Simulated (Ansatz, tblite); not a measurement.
# The cluster Si₃B−: a ladder of methods and basis sets

Aim: run the singlet of the cluster Si₃B− at one geometry on many levels, and compare frontier levels, spin and run time.

Program: Ansatz 0.2.0, Gaussian basis. Level of theory: as each input shows. These are calculated values, not measurements.

Plan: GFN1-xTB, GFN2-xTB, PBE-D4/def2-TZVPD, r2SCAN-D4/def2-TZVPD, B2PLYP/def2-TZVPD, PBE-QIDH/def2-TZVPD, BHLYP-D4/def2-TZVPD, ωB97X-V/def2-TZVPD, revPBE-D4/def2-TZVPD, PBE-D4/def2-SVPD, PBE0-D4/def2-SVPD, HF/STO-3G, HF/6-31G, B3LYP-D4/6-31G, CCSD(T)/def2-TZVPPD, MP2/def2-TZVPD, RPA/def2-TZVPD.

## (1) The structure

The geometry is that of the singlet, from an earlier relaxation (PBE0-D4/def2-TZVPD). At that level it is the lowest of the isomers that a small search found.

4 atoms, charge -1, spin multiplicity 1.

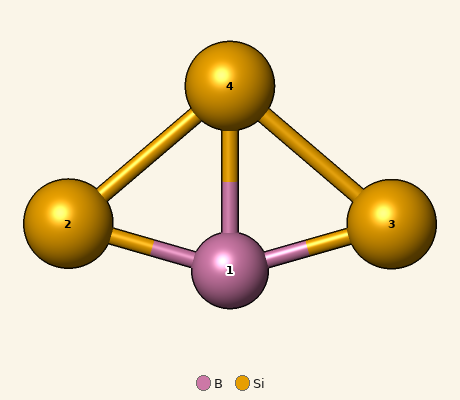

The structure; boron pink, silicon amber; atoms are numbered from 1 in the order of the file.

The ion is computed in the gas phase, without counter-ions or solvent.

PBE0-D4/def2-TZVPD was run before; its log isn't repeated, and its numbers join the tables.

## (2) GFN1-xTB

Tight binding, by tblite at 300 K electronic temperature and without a spin-polarisation term:

```python
tblite.interface.Calculator('GFN1-xTB', numbers, positions, charge=-1, uhf=0).singlepoint()
```

Energy -188.1225 eV, HOMO -5.46 eV, LUMO -4.54 eV; 0.003 s.

## (3) GFN2-xTB

Tight binding, by tblite at 300 K electronic temperature and without a spin-polarisation term:

```python
tblite.interface.Calculator('GFN2-xTB', numbers, positions, charge=-1, uhf=0).singlepoint()
```

Energy -169.8333 eV, HOMO -0.67 eV, LUMO 0.36 eV; 0.003 s.

## (4) PBE-D4/def2-TZVPD

start.molden holds the orbitals of an earlier run on this state, given as this run's starting guess.

Input file in.yaml:

```yaml
crystal:
  periodic: [false, false, false]
  atoms:
    - {symbol: B, position_ang: [-0.087011, -0.694207, 0.341837]}
    - {symbol: Si, position_ang: [-1.830045, -0.056991, 0.004955]}
    - {symbol: Si, position_ang: [1.772593, -0.406708, 0.211818]}
    - {symbol: Si, position_ang: [0.144472, 1.157896, -0.558611]}
basis:
  gaussian: {orbitals: def2-TZVPD, initial_orbitals: start.molden}
total_charge: -1
hamiltonian: {xc: pbe, dispersion: d4}
scf: {omitted_lower_state_checks: [starts]}
output: {orbitals: {seedname: orbitals}}
```

Command:

```bash
ansatz run in.yaml --threads 2 --pin off --events-out ev --progress --plain --max-ram 4352MiB
```

Further steps of the session: r2SCAN-D4/def2-TZVPD; B2PLYP/def2-TZVPD; PBE-QIDH/def2-TZVPD; BHLYP-D4/def2-TZVPD; ωB97X-V/def2-TZVPD; revPBE-D4/def2-TZVPD; PBE-D4/def2-SVPD; PBE0-D4/def2-SVPD; HF/STO-3G; HF/6-31G; B3LYP-D4/6-31G; CCSD(T)/def2-TZVPPD; MP2/def2-TZVPD; RPA/def2-TZVPD.

**Question.** What will the summary of the whole plan be? Wanted: gap in def2-TZVPD, named functionals, smallest and largest; correlation energy, CCSD(T)/def2-TZVPPD; correlation energy, MP2/def2-TZVPD; PBE0 total energy, smallest basis above largest.

The runs gave:

```
                                                  quantity                                value
gap in def2-TZVPD, named functionals, smallest and largest  1.20 eV (PBE-D4), 6.52 eV (ωB97X-V)
                   correlation energy, CCSD(T)/def2-TZVPPD                            -13.26 eV
                        correlation energy, MP2/def2-TZVPD                            -11.62 eV
           PBE0 total energy, smallest basis above largest      8.64 eV (def2-SVPD, def2-TZVPD)
```

In words: Over the named functionals in def2-TZVPD the gap runs from 1.20 eV (PBE-D4) to 6.52 eV (ωB97X-V); exact exchange widens it.
